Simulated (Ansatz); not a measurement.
# TlSbS3 (model cell, started as cubic perovskite with Sb in the octahedra): a soft mode frozen in, part 2 of 3

Which phase does TlSbS3 (model cell, started as cubic perovskite with Sb in the octahedra) fall into along its unstable mode, and how much energy does it gain?

Ansatz 0.2.0; DFT LDA, scalar-relativistic, plane waves, PAW; PAW set soft_1.

So far, highest frequency on the path or at a solved wavevector (cm⁻¹): step 2 (the dispersion) 352. Also lowest frequency on the path (cm⁻¹): step 2 -143.

The structure was built from a prototype and need not be the compound's stable phase.

**5. Energy along the mode, all amplitudes (two of the runs are shown above)**

An imaginary frequency means negative curvature, so the energy should fall and then rise again as anharmonic terms take over.

This step gave:

```
depth at the lowest point sampled  : 30.39 meV/atom
largest atomic shift at that point : 0.45 Å
```

Energy from the parent against largest atomic shift:

```csv
largest atomic shift (Å),energy from the parent (meV/atom)
0.000,0
0.040,-0.642
0.080,-2.54
0.140,-7.41
0.220,-16.1
0.320,-26.1
0.450,-30.4
0.600,-24.4
```

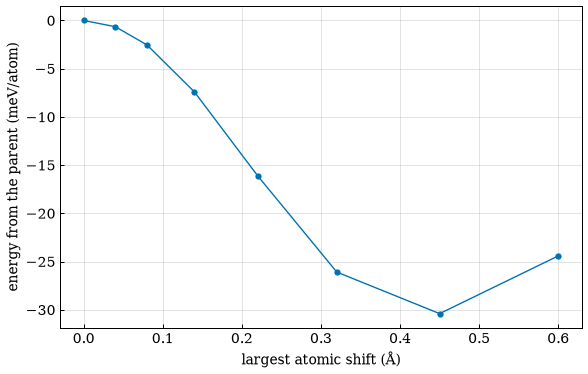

Energy from the parent, plotted against largest atomic shift.

Displacement at unit largest shift by atom:

```csv
atom,x (Å),y (Å),z (Å),size
Tl1,0.00,0.07,0.00,0.07
Tl2,0.00,-0.07,0.00,0.07
Sb3,0.00,0.00,0.00,0.00
Sb4,0.00,0.00,0.00,0.00
S5,1.00,0.00,0.00,1.00
S6,-1.00,0.00,0.00,1.00
S7,0.00,0.00,0.00,0.00
S8,0.00,0.00,0.00,0.00
S9,0.00,0.00,1.00,1.00
S10,0.00,0.00,-1.00,1.00
```

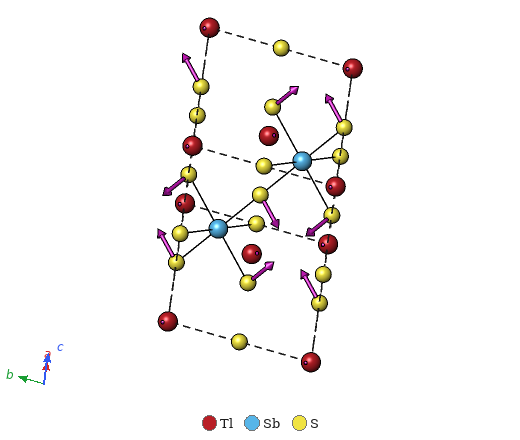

Displacement at unit largest shift as arrows, the longest 1 Å. Some periodic images of atoms are drawn too.

The lowest of the steps tried is at 0.45 Å, 30.4 meV/atom below the parent; the bottom of the well need not coincide with a step.

**6. Relaxation from the frozen mode**

Starting from the lowest point found, all atoms and the cell are let go, so that strain and other modes of the same symmetry can join in.

input.yaml reads:

```yaml
crystal:
  lattice:
    - [4.9559718062, 4.9559718062, 0.0]
    - [4.9559718062, 0.0, 4.9559718062]
    - [4.9559718062, 0.0, -4.9559718062]
  atoms:
    - { symbol: Tl, position: [0.0060168152, 0.4969915924, 0.4969915924] }
    - { symbol: Tl, position: [-0.0060168152, 0.0030084076, 0.0030084076] }
    - { symbol: Sb, position: [0.5, 0.25, 0.75] }
    - { symbol: Sb, position: [0.5, 0.75, 0.25] }
    - { symbol: S, position: [0.5, 0.045399774, 1.045399774] }
    - { symbol: S, position: [0.5, 0.454600226, 0.454600226] }
    - { symbol: S, position: [0.0, 0.5, 0.0] }
    - { symbol: S, position: [0.0, 0.0, 0.5] }
    - { symbol: S, position: [0.5, 0.045399774, 0.454600226] }
    - { symbol: S, position: [0.5, 0.454600226, 0.045399774] }
kpoints:
  mp_grid: { grid: [8, 8, 8] }
hamiltonian:
  xc: lda
  pseudopotentials: { kind: paw, azcp: { folder: soft_1 }, xc_functional: pbe }
scf:
  occupations: { method: methfessel_paxton, width: 0.2 }
output:
  forces: true
  stress: true
  eigenvalues: true
relax:
  adjacent_minimum: "off"
  f_tol: 0.002
  max_steps: 120
  cell: { stress_tol: 0.03 }
```

Started as:

```console
$ ansatz run input.yaml --threads 4 --pin off --max-ram 16384MiB --backend cpu --events-out ev --progress --plain --runs-dir out
```

Numbers of over 12 decimals in the logs are rounded to 6 here.

The program printed:

```text
[...]
Crystal: 10 atoms, lattice volume = 243.454 Å³
Basis set: ecut = 420 eV, 4693 PW (Γ)
Bands: 56, of which v1, the nominal top of the filled ones, is band 46 counted from 1 (45 counted from 0)
Symmetry: 16 space group operations
[...]
k-points: 59 of 512
[...]
SCF iter   1: F=—  HF=-40186.275746 eV  |F-HF|=—  |Δ(HF+E_count)|=         —  Δρ=3.01e-2  dr2=5.02e0  ethr=3.10e-3  ⟨swp⟩=9.5  Hψ=15402  notcnv=0
[...]
SCF iter  10: F=-40184.516241 eV  HF=-40184.516241 eV  |F-HF|=2.44e-8  |Δ(HF+E_count)|=   6.24e-8  S|Δr|=    0.00e0  Δρ=3.08e-6  dr2=5.87e-8  ethr=1.09e-10  ⟨swp⟩=12.8  Hψ=18390  notcnv=0
SCF 1 converged in 10 iterations: F = -40184.516241 eV  dr2 = 5.87e-8
[...]
relax step   1: F+E_penalty+E_count = -40184.51624062 eV  Δ(F+E_penalty+E_count) = +0.000e0 eV  max|allowed force component| = 6.500e-2 eV/Å  Δτ_max = 0.0000 Å  P = +0.878 GPa  Ω = 243.454 Å³  (10 SCF iters, dr2 threshold 1.00e-7 eV, accepted)
Crystal: 10 atoms, lattice volume = 247.910 Å³
Basis set: ecut = 420 eV, 4909 PW (Γ)
[...]
SCF iter   6: F=-40184.538529 eV  HF=-40184.538529 eV  |F-HF|=1.41e-7  |Δ(HF+E_count)|=   4.32e-6  S|Δr|=    0.00e0  Δρ=1.29e-5  dr2=4.02e-7  ethr=1.09e-9  ⟨swp⟩=6.5  Hψ=18583  notcnv=0
SCF 2 converged in 6 iterations: F = -40184.538529 eV  dr2 = 4.02e-7
[...]
relax step   2: F+E_penalty+E_count = -40184.53852875 eV  Δ(F+E_penalty+E_count) = -2.229e-2 eV  max|allowed force component| = 5.317e-2 eV/Å  Δτ_max = 0.0511 Å  P = -0.105 GPa  Ω = 247.910 Å³  energy of the carried Pulay correction = -8.121e-4 eV  (6 SCF iters, dr2 threshold 1.00e-6 eV, accepted)
Crystal: 10 atoms, lattice volume = 247.912 Å³
Basis set: ecut = 420 eV, 4893 PW (Γ)
[...]
SCF iter   6: F=-40184.540552 eV  HF=-40184.540552 eV  |F-HF|=1.65e-8  |Δ(HF+E_count)|=   1.12e-6  S|Δr|=    0.00e0  Δρ=5.65e-6  dr2=6.40e-8  ethr=1.92e-10  ⟨swp⟩=5.8  Hψ=17887  notcnv=0
SCF 3 converged in 6 iterations: F = -40184.540552 eV  dr2 = 6.40e-8
relax step   3: F+E_penalty+E_count = -40184.54055231 eV  Δ(F+E_penalty+E_count) = -2.024e-3 eV  max|allowed force component| = 1.971e-2 eV/Å  Δτ_max = 0.0269 Å  P = -0.045 GPa  Ω = 247.912 Å³  energy of the carried Pulay correction = -8.125e-4 eV  (6 SCF iters, dr2 threshold 1.77e-7 eV, accepted)
[...]
relax step   4: F+E_penalty+E_count = -40184.54109016 eV  Δ(F+E_penalty+E_count) = -5.379e-4 eV  max|allowed force component| = 2.751e-3 eV/Å  Δτ_max = 0.0178 Å  P = -0.005 GPa  Ω = 247.868 Å³  energy of the carried Pulay correction = -8.046e-4 eV  (7 SCF iters, dr2 threshold 3.53e-8 eV, accepted)
[...]
relax step   5: F+E_penalty+E_count = -40184.54113178 eV  Δ(F+E_penalty+E_count) = -4.162e-5 eV  max|allowed force component| = 1.441e-4 eV/Å  Δτ_max = 0.0026 Å  P = -0.002 GPa  Ω = 247.848 Å³  energy of the carried Pulay correction = -8.010e-4 eV  (6 SCF iters, dr2 threshold 5.24e-9 eV, accepted)
[...]
SCF iter   7: F=-40184.541942 eV  HF=-40184.541942 eV  |F-HF|=1.46e-11  |Δ(HF+E_count)|=  7.28e-12  S|Δr|=    0.00e0  Δρ=2.35e-8  dr2=3.69e-12  ethr=1.00e-12  ⟨swp⟩=7.3  Hψ=13705  notcnv=0
SCF 6 converged in 7 iterations: F = -40184.541942 eV  dr2 = 3.69e-12
relax step   6: F+E_penalty+E_count = -40184.54194226 eV  Δ(F+E_penalty+E_count) = -8.105e-4 eV  max|allowed force component| = 9.173e-5 eV/Å  Δτ_max = 0.0000 Å  P = -0.001 GPa  Ω = 247.848 Å³  stress off target by 3.56e-3 GPa  SCF on the basis re-selected at this cell (its energy is not comparable with the rows above)  (7 SCF iters)
basis re-selected at this cell: Δ(F+E_penalty+E_count) = -8.105e-4 eV, ΔP = +0.001 GPa vs the last step (what re-selecting the basis moved, of the pressure what is left beyond the Pulay correction that the steps carried, after the strain that the cell walked since its last selection, with what the two solves' SCF thresholds leave and, on support functions, any second-order correction that the steps lacked; it is no m [...]
SCF converged after 7 iterations
[...]
Free energy (F): -40184.541942 eV
[...]
Internal energy: -40184.527589 eV  (E = F + TS)
E sigma→0 (E₀):  -40184.538354 eV
Entropy (-TS):   -0.014354 eV (-1.435 meV/atom)
Fermi energy:    6.537044 eV
[...]
--- Forces (eV/Å), atoms counted from 1 ---
  atom   1  Tl     0.00000000    -0.00009173     0.00000000
  atom   2  Tl    -0.00000000     0.00009173     0.00000000
  atom   3  Sb     0.00000000     0.00000000     0.00000000
  atom   4  Sb    -0.00000000     0.00000000     0.00000000
  atom   5  S     -0.00008096    -0.00000000     0.00000000
  atom   6  S      0.00008096     0.00000000     0.00000000
  atom   7  S      0.00000000    -0.00000000    -0.00000000
  atom   8  S     -0.00000000     0.00000000     0.00000000
  atom   9  S     -0.00000000     0.00000000    -0.00008096
  atom  10  S      0.00000000    -0.00000000     0.00008096
  max |Σ_I F_I| component: 1.39e-17 eV/Å
--- Stress (GPa, compression-positive) ---
        0.000461      -0.000000      -0.000000
       -0.000000      -0.003557       0.000000
       -0.000000       0.000000       0.000461
  P = ⅓ Tr σ = -0.0009 GPa (-0.009 kbar)
--- Band table (eV; the first three rows and the last of 59) ---
  k-point 0: bands = [... 42 lower, 5.5776, 5.6519, 6.6796, 6.6796, 6.9360, 7.8374, 8.1817, 8.1817, ... 6 higher]
  k-point 1: bands = [... 42 lower, 5.6439, 5.6693, 6.5374, 6.6088, 6.8199, 7.5917, 8.3343, 8.6288, ... 6 higher]
  k-point 2: bands = [... 42 lower, 5.7747, 5.8146, 6.3266, 6.4601, 6.6797, 7.2101, 8.8873, 9.5103, ... 6 higher]
  k-point 58: bands = [... 42 lower, 5.3788, 5.4040, 5.4050, 6.8605, 6.9252, 6.9564, 8.6410, 8.6410, ... 6 higher]
--- Relaxed structure (5 steps of the walk, 5 accepted, 1 SCFs on fresh bases) ---
  F+E_penalty+E_count = -40184.54194226 eV   max|allowed force component| = 9.173e-5 eV/Å   (the final SCF, on the basis selected at the relaxed cell)
  cell:  # Å, volume = 247.8482 Å³
    - [4.972062, 5.012828, 0.0]
    - [4.972062, 0, 4.972062]
    - [4.972062, 0, -4.972062]
  atoms:
    - { symbol: Tl, position: [0.025886, 0.487057, 0.487057] }
    - { symbol: Tl, position: [-0.025886, 0.012943, 0.012943] }
    - { symbol: Sb, position: [0.5, 0.250000, 0.750000] }
    - { symbol: Sb, position: [0.5, 0.75, 0.250000] }
    - { symbol: S, position: [0.5, 0.041821, 1.041821] }
    - { symbol: S, position: [0.5, 0.458179, 0.458179] }
    - { symbol: S, position: [0, 0.500000, 0.0] }
    - { symbol: S, position: [0, 0.0, 0.500000] }
    - { symbol: S, position: [0.5, 0.041821, 0.458179] }
    - { symbol: S, position: [0.5, 0.458179, 0.041821] }
```

Wall time 80 s (4 threads of Arm Neoverse V1, shared host); peak memory 1 GiB; 5.2 min of CPU time.

The steps of the relaxation:

```csv
step,energy less that of the first step (eV),largest force component (eV/Å),pressure (GPa),volume (Å³)
1,0.0000,0.0650,0.88,243.45
2,-0.0223,0.0532,-0.10,247.91
3,-0.0243,0.0197,-0.05,247.91
4,-0.0248,0.0028,0.00,247.87
5,-0.0249,0.0001,0.00,247.85
6*,-0.0257,0.0001,0.00,247.85
```

Relaxation steps marked * repeat the geometry before them on a plane-wave basis chosen anew for their cell, so energy and pressure can jump there.

The run keeps the 16 symmetry operations that it works with, so distortions that break them were not tested.

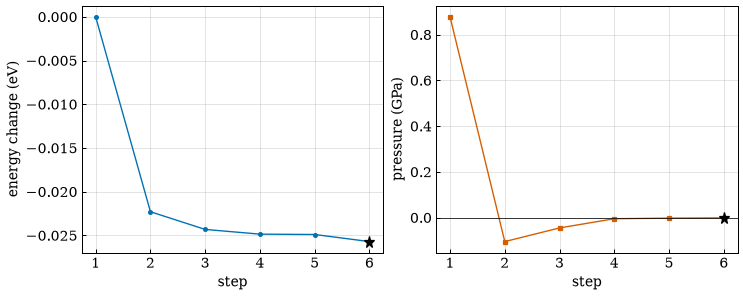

Energy and pressure along the relaxation. Stars mark steps on a basis chosen anew.

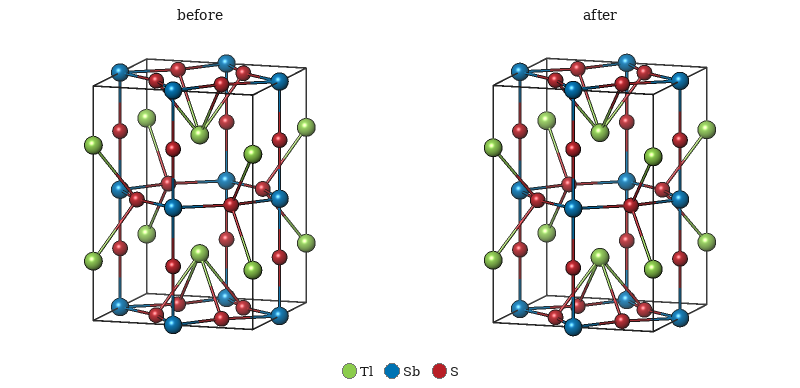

The structure before and after the relaxation, drawn at the same scale.

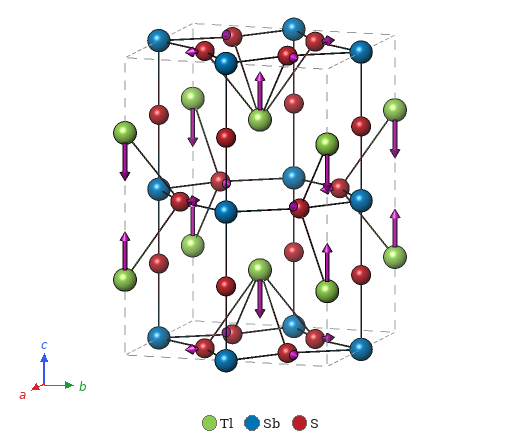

Displacements in the relaxation, exaggerated, measured against the changing cell; the longest in the cell stands for 0.10 Å. Some periodic images of atoms are drawn too.

```csv
"conventional cell, symmetrised",before,after,change
a (Å),7.009,7.032,+0.3 %
b (Å),7.009,7.032,+0.3 %
c (Å),9.912,10.026,+1.1 %
volume (Å³/atom),24.35,24.78,+1.8 %
```

The atoms that moved most (Å, as changes of fractional coordinates times the final cell):

```csv
atom,dx,dy,dz,length
Tl1,0.000,0.100,0.000,0.100
Tl2,0.000,-0.100,0.000,0.100
S10,0.000,0.000,0.036,0.036
S9,0.000,0.000,-0.036,0.036
S5,-0.036,0.000,0.000,0.036
S6,0.036,0.000,0.000,0.036
```

Numbers from this step:

```yaml
pressure: -8.79e-4 GPa
volume_per_atom: 24.78 Å³
```

The distorted start has space group I4/mmm; the relaxation ends in I4/mmm.

**7. The new phase in its own primitive cell**

The relaxed structure is symmetrised, reduced to its primitive cell and relaxed tightly, as its phonons need.

input.yaml, the sections that differ from step 6:

```yaml
crystal:
  lattice:
    - [-3.5157784564, 3.5157784564, 5.0128282692]
    - [3.5157784564, -3.5157784564, 5.0128282692]
    - [3.5157784564, 3.5157784564, -5.0128282692]
  atoms:
    - { symbol: Tl, position: [0.2629431691, 0.2629431691, 0.0] }
    - { symbol: Tl, position: [0.7370568309, 0.7370568309, 0.0] }
    - { symbol: Sb, position: [0.0, 0.5, 0.5] }
    - { symbol: Sb, position: [0.5, 0.0, 0.5] }
    - { symbol: S, position: [0.7081787347, 0.7081787347, 0.4163574694] }
    - { symbol: S, position: [0.2918212653, 0.2918212653, 0.5836425306] }
    - { symbol: S, position: [0.75, 0.25, 0.5] }
    - { symbol: S, position: [0.25, 0.75, 0.5] }
    - { symbol: S, position: [0.2918212653, 0.7081787347, 0.0] }
    - { symbol: S, position: [0.7081787347, 0.2918212653, 0.0] }
relax:
  adjacent_minimum: "off"
  f_tol: 0.001
  max_steps: 60
  cell: { stress_tol: 0.01 }
# kpoints, hamiltonian, scf, output: as in step 6
```

The program printed:

```text
[...]
Crystal: 10 atoms, lattice volume = 247.848 Å³
Basis set: ecut = 420 eV, 4909 PW (Γ)
Bands: 56, of which v1, the nominal top of the filled ones, is band 46 counted from 1 (45 counted from 0)
Symmetry: 16 space group operations
[...]
k-points: 59 of 512
[...]
- { symbol: Sb, position: [0.0, 0.5, 0.5] }
    - { symbol: Sb, position: [0.5, 0.0, 0.5] }
    - { symbol: S, position: [0.708179, 0.708179, 0.416357] }
    - { symbol: S, position: [0.2918212653, 0.2918212653, 0.5836425306] }
    - { symbol: S, position: [0.75, 0.250000, 0.500000] }
    - { symbol: S, position: [0.250000, 0.75, 0.500000] }
    - { symbol: S, position: [0.291821, 0.708179, 0.0] }
    - { symbol: S, position: [0.708179, 0.291821, 0.0] }
[key lines of the parts left out:]
SCF converged after 6 iterations
Free energy (F): -40184.541942 eV
Fermi energy:    6.537044 eV
P = ⅓ Tr σ = -0.0009 GPa (-0.009 kbar)
```

Run time: 30 s. Hardware: 4 threads; peak memory 0.99 GiB.

Little changed from the start: no atom moved by 0.005 Å and no cell edge by 0.1 %.

Numbers from this step:

```
pressure : -8.78e-4 GPa
```

The largest force component left is 0.092 meV/Å and the pressure is -0.001 GPa, within the tolerances set. The cell now holds 24.78 Å³/atom.

(Continued in part 3 of 3.)

[Logs are printed without paths, hosts, clocks, repeated set-up lines and the standing remarks that a program may print on its own settings, such as how far it seeks lower states.]

[Hosts, paths, dates, database ids (printed as entryN), source tags and the programs' standing remarks are cut or masked in the printed files.]
